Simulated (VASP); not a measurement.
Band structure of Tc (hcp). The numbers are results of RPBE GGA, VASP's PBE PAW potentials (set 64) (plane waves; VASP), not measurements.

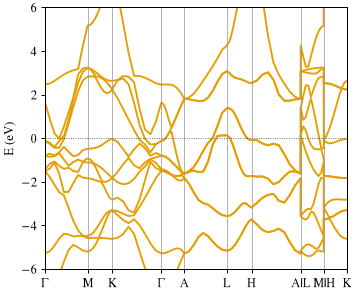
Fig. 1. Bands along high-symmetry lines, zero at the valence-band maximum or, without a gap, the Fermi level

Q: Read the plot: is there a gap, and where are the band edges?

A: It has no gap at this level: it comes out as a metal or semimetal. (Edges off the drawn lines would not show.)

The compound is Tc in the hcp structure. It was relaxed first.
